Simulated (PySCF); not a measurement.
Pb³⁺: atomic calculation

- system: Pb³⁺, configuration 1s2 2s2 2p6 3s2 3p6 3d10 4s2 4p6 4d10 4f14 5s2 5p6 5d10 6s1, multiplicity 2.
- method: unrestricted HF, aug-cc-pVDZ-PP with ECP60, scalar-relativistic core potential (PySCF)

### Output (extracts)
```
damping factor = 0
level_shift factor = 0
DIIS = <class 'pyscf.scf.diis.CDIIS'>
diis_start_cycle = 1
diis_space = 10
diis_damp = 0
SCF conv_tol = 1e-09
SCF conv_tol_grad = None
number electrons alpha = 10  beta = 9
cycle= 1 E= -190.012911007641  delta_E= -2.9e-12  |g|= 4.24e-07  |ddm|= 5.1e-06
converged SCF energy = -190.012911007641  <S^2> = 0.75059418  2S+1 = 2.0005941
```

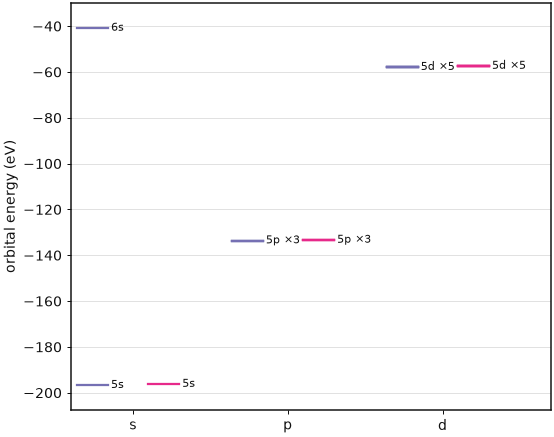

Figure 1. Orbital energies of the mean field, from the top down to −196.7 eV, by angular momentum, α spin at the left of each column and β at the right; ×n counts the orbitals under one label. The highest filled orbital is 6s α at −40.8 eV, the lowest empty one s β at −29.5 eV.

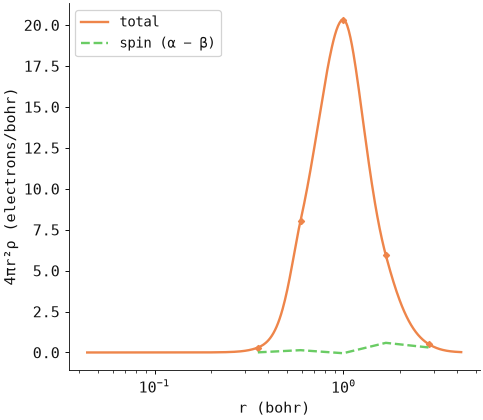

Figure 2. Spherically averaged radial density 4πr²ρ of the mean field (valence electrons alone, under a core potential) and its spin part; markers are the stored points, which are sparse, and the line is a monotone interpolation between them. The largest stored value is 20.3 electrons/bohr at r = 1.0 bohr. Root-mean-square radii of the shells: 5s 0.925, 5p 1.05, 5d 1.37, 6s 2.27 bohr.

### Input
```python
from pyscf import gto, scf, dft, mp, cc
mol = gto.M(atom="Pb 0 0 0", charge=3, spin=1, symmetry="D2h",
            basis="aug-cc-pVDZ-PP",
            ecp="aug-cc-pVDZ-PP")
mf = scf.UHF(mol)
mf.irrep_nelec = {'Ag': (4, 3), 'B1g': (1, 1), 'B2g': (1, 1), 'B3g': (1, 1), 'B1u': (1, 1), 'B2u': (1, 1), 'B3u': (1, 1)}
mf.kernel()
```

The script is an equivalent of what the driver set up; the driver started from orbitals of its own, so the log can be shorter than this script's would be, and it computed the properties (radii, ⟨L²⟩, response) afterwards. It held the occupations shell by shell, which the script's counts by irreducible representation don't always enforce.

### Summary

```tsv
quantity	value
outcome	converged
total energy (valence electrons, under a core potential)	−190.012911 hartree
⟨S²⟩	0.751
static polarisability	9.25 bohr³
C₆ of the like pair	30.9 hartree bohr⁶
SCF iterations	1
hardware	1 CPU thread, shared host
```
